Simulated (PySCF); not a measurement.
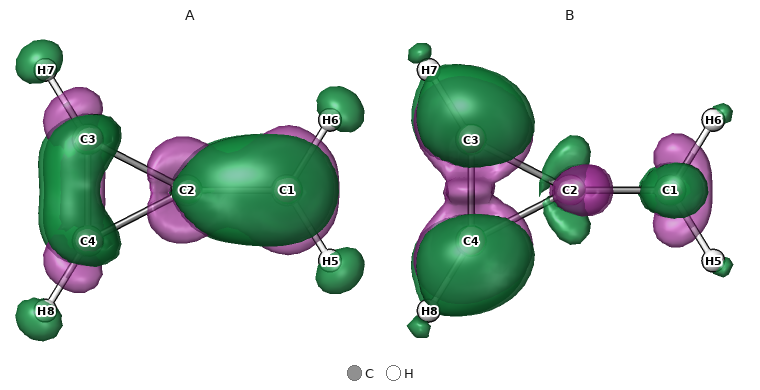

Figure. C4H4, SMILES `C=C1C=C1`. The two Fukui functions at ±0.04 e/Å³ (green positive, purple negative).

Computed with PySCF, CAM-B3LYP/cc-pVDZ, geometry: GFN2-xTB. No frequency check shows the geometry to be a minimum.

### Which panel is f⁻ (electron removed) and which f⁺ (electron added)?

A is f⁻, B is f⁺. f⁻ (Hirshfeld-condensed) is largest on C1 (0.28); the vertical ionisation energy is 8.24 eV. f⁺ (Hirshfeld-condensed) is largest on C3 and C4 (0.25 each); the vertical electron affinity is −1.85 eV (the stability of the anion's solution wasn't checked; negative, but this basis has no diffuse functions, so it doesn't show that the anion is unbound).

### What chemical potential and hardness follow from the two energies?

μ = −(I + A)/2 = −3.19 eV and η = I − A = 10.10 eV.
